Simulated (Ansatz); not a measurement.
A series of calculations on CH4SeZn

### Relaxation

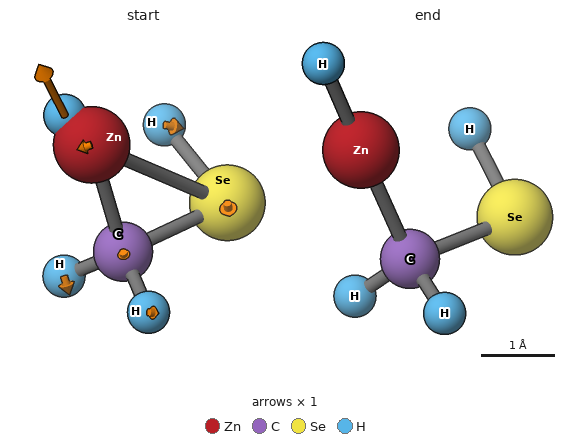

The structure of CH4SeZn before (left) and after (right) a relaxation, at one scale. The orange arrows give the displacements, at their true length.

The picture is a ball-and-stick view, seen from a free direction.

The run prepares an end point of a later path (hydrogen shift) calculation, from a guessed geometry.

All numbers below come from UHF/def2-SVP (Ansatz 0.2.0).

Input
```yaml
crystal:
  periodic: [false, false, false]
  atoms:
    - { symbol: Zn, position_ang: [-1.3536, 0.5341, -0.2844] }
    - { symbol: C, position_ang: [0.0188, -0.4643, 0.4827] }
    - { symbol: Se, position_ang: [1.5445, 0.6853, 0.2511] }
    - { symbol: H, position_ang: [-1.6146, 0.5614, -0.7675] }
    - { symbol: H, position_ang: [-0.1611, -0.6374, 1.5465] }
    - { symbol: H, position_ang: [0.2058, -1.419, -0.0175] }
    - { symbol: H, position_ang: [1.4215, 0.672, -1.2567] }
magnetization:
  spin_polarized: true
basis:
  gaussian: { orbitals: def2-SVP }
hamiltonian:
  xc: hf
relax:
  f_tol: 0.02
  max_steps: 50
```

Launched with:
```bash
ansatz run input.yaml --threads 2 --pin off --max-ram 3072MiB --backend cpu --events-out ev --progress --plain --runs-dir out
```

**Summarise the run.**

H4 moves most after the best rigid fit: 1.15 Å. By element the largest moves are H 1.15 Å, Se 0.34 Å, Zn 0.23 Å, C 0.18 Å. Near-neighbour distances that change, for instance: Zn1–H4 0.550 → 1.573 Å, Zn1–Se3 2.951 → 3.296 Å, Zn1–C2 1.862 → 2.001 Å, Se3–H7 1.513 → 1.457 Å. Bond angles that change, for instance: C2–Zn1–H4 137.6° → 179.3°, Zn1–C2–Se3 102.4° → 112.2°, Se3–C2–H5 110.0° → 103.6°. Over 16 accepted moves (19 points after the start) the energy falls by 5012.1 kJ/mol. Largest force component: 240 eV/Å at the start, 0.00092 eV/Å at the end. The line search rejected the trial steps at points 14, 16, 18 of the run. The forces were under the threshold at step 15, but the run went on from there. Cost: 90 s on 2 threads of Intel(R) Xeon(R) Platinum 8259CL CPU @ 2.50GHz (Skylake/Cascade Lake), with other jobs on the host, peak memory 0.31 GiB.

Limits of the set-up: Hartree-Fock leaves out electron correlation.

### Relaxation

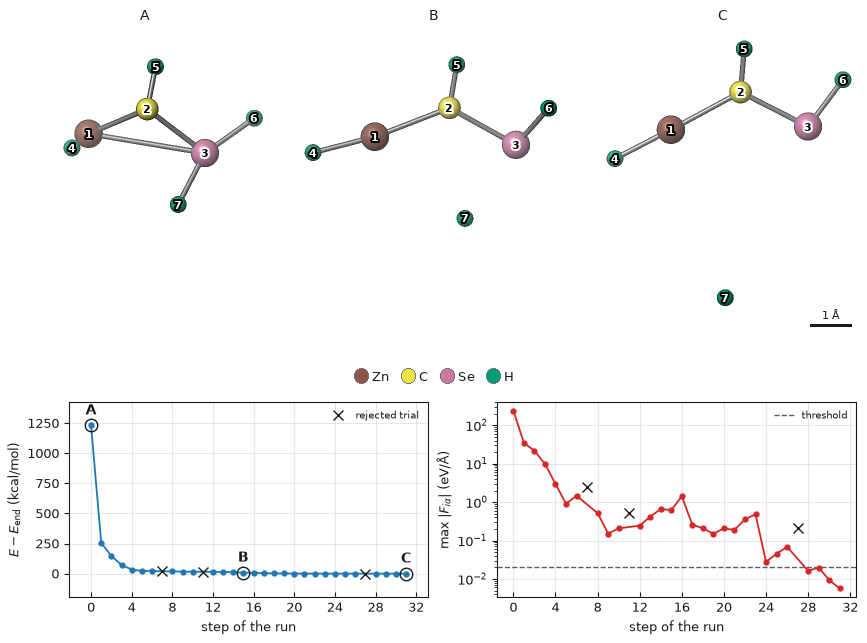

Frames of a relaxation of CH4SeZn, marked on the history of the run. The picture is a ball-and-stick view, seen face on.

The run prepares an end point of a later path (hydrogen shift) calculation, from a guessed geometry.

Level of theory: UHF/def2-SVP in Ansatz.

The input:
```yaml
crystal:
  periodic: [false, false, false]
  atoms:
    - { symbol: Zn, position_ang: [-1.3536, 0.5341, -0.2844] }
    - { symbol: C, position_ang: [0.0188, -0.4643, 0.4827] }
    - { symbol: Se, position_ang: [1.5445, 0.6853, 0.2511] }
    - { symbol: H, position_ang: [-1.6146, 0.5614, -0.7675] }
    - { symbol: H, position_ang: [-0.1611, -0.6374, 1.5465] }
    - { symbol: H, position_ang: [2.36063, 0.73061, 1.54446] }
    - { symbol: H, position_ang: [1.4215, 0.672, -1.2567] }
magnetization:
  spin_polarized: true
basis:
  gaussian: { orbitals: def2-SVP }
hamiltonian:
  xc: hf
relax:
  f_tol: 0.02
  max_steps: 50
```

Command:
```bash
ansatz run input.yaml --threads 2 --pin off --max-ram 3072MiB --backend cpu --events-out ev --progress --plain --runs-dir out
```

> Describe the path.

Over 28 accepted moves (31 points after the start) the energy falls by 1230.7 kcal/mol. Largest force component: 240 eV/Å at the start, 0.0057 eV/Å at the end. The line search rejected the trial steps at points 7, 11, 27 of the run. The largest move after the best rigid fit is that of H7, 2.45 Å. By element the largest moves are H 2.45 Å, Se 0.91 Å, C 0.81 Å, Zn 0.33 Å. Near-neighbour distances that change, for instance: Se3–H7 1.513 → 4.768 Å, Zn1–H4 0.550 → 1.570 Å, Zn1–Se3 2.951 → 3.413 Å, Zn1–C2 1.862 → 1.971 Å. Bonds break, among them: Se3–H7 (1.51 → 4.77 Å). Bond angles that change, for instance: C2–Zn1–H4 137.6° → 178.9°, Zn1–C2–Se3 102.4° → 124.2°, Zn1–C2–H5 111.4° → 123.3°. From step 0 to 15: H4 moves most (1.24 Å), energy −1222.6 kcal/mol. From step 15 to 31: H7 moves most (2.14 Å), energy −8.07 kcal/mol.

```tsv
step	E − E(0), kcal/mol	largest force component, eV/Å	note
0	0.00	239.4554	
1	-975.74	34.7663	
2	-1084.57	21.6367	
3	-1158.61	9.8634	
4	-1196.63	2.9752	
5	-1208.61	0.9008	
6	-1209.20	1.4646	
7	-1208.02	2.5299	rejected
8	-1212.46	0.5155	
9	-1213.76	0.1509	
10	-1214.91	0.2076	
11	-1214.88	0.5155	rejected
12	-1215.53	0.2434	
13	-1216.44	0.4214	
14	-1219.35	0.6579	
16	-1223.16	1.4066	
17	-1227.18	0.2580	
18	-1228.58	0.2083	
19	-1229.51	0.1498	
20	-1230.06	0.2084	
21	-1230.32	0.1872	
22	-1230.49	0.3584	
23	-1230.51	0.4825	
24	-1230.63	0.0276	
25	-1230.64	0.0456	
27	-1230.64	0.2137	rejected
28	-1230.66	0.0164	
29	-1230.67	0.0198	
30	-1230.67	0.0093	
31	-1230.67	0.0057
```

Limits of the set-up: Hartree-Fock leaves out electron correlation.

### Path

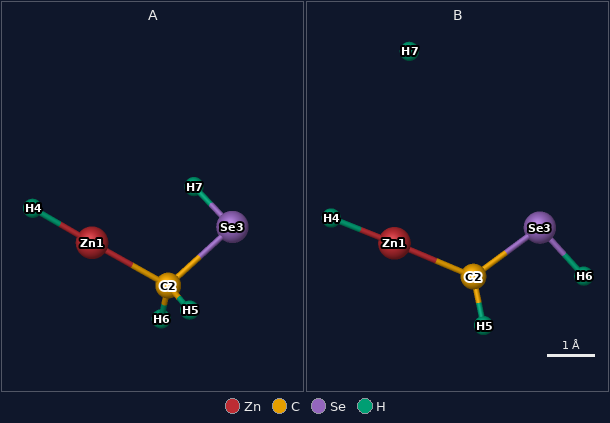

The two relaxed end points of a path for CH4SeZn. Style: ball-and-stick. Shown at a tilt.

Computed with UHF/def2-SVP in Ansatz 0.2.0.

Run with 5 movable images; climbing image; force threshold 0.03 eV/Å; iteration limit 60.

Start:
```xyz
7

Zn   -1.3925    0.3154   -0.4180
C     0.1575   -0.5396    0.5154
Se    1.8160    0.5069    0.3140
H    -2.5988    1.0021   -1.1582
H    -0.0166   -0.5389    1.5938
H     0.3621   -1.5702    0.2262
H     1.7337    0.7564   -1.1191
```

End:
```xyz
7

Zn   -1.4390    0.5658   -0.4042
C    -0.3612   -0.6233    0.7407
Se    1.5279   -0.5946    0.8212
H    -2.3215    1.5018   -1.3043
H    -0.7943   -1.3708    1.4000
H     1.7366   -1.6377    1.8155
H     1.7127    2.0910   -3.1148
```

Question: Predict the minimum-energy path and its barrier.

Answer: The highest point, image 4, lies 3.85 eV above the start and 0.63 eV above the end; the end is at +3.22 eV relative to the start. Breaking: C2–H6 (1.09 → 2.58 at the top → 2.57 Å), Se3–H7 (1.46 → 1.59 at the top → 4.77 Å). Forming: Se3–H6 (2.54 → 1.67 at the top → 1.46 Å). The band converged in 39 iterations, with a climbing image at the top.

Energies of the converged images:

| image | path (Å) | E (eV) |
| --- | --- | --- |
| 0 | 0.00 | 0.000 |
| 1 | 1.83 | 3.193 |
| 2 | 3.66 | 3.200 |
| 3 | 5.48 | 3.204 |
| 4 | 7.31 | 3.849 |
| 5 | 8.73 | 3.242 |
| 6 | 10.15 | 3.217 |

The geometry at the top of the path:

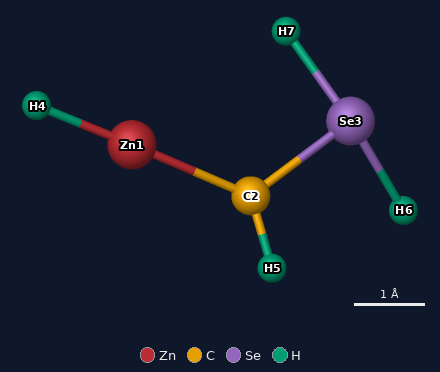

Limits of the set-up: Hartree-Fock leaves out electron correlation.

The run took 12 min on 2 threads of Intel(R) Xeon(R) Platinum 8259CL CPU @ 2.50GHz (Skylake/Cascade Lake), on a shared host, peak memory 0.42 GiB.
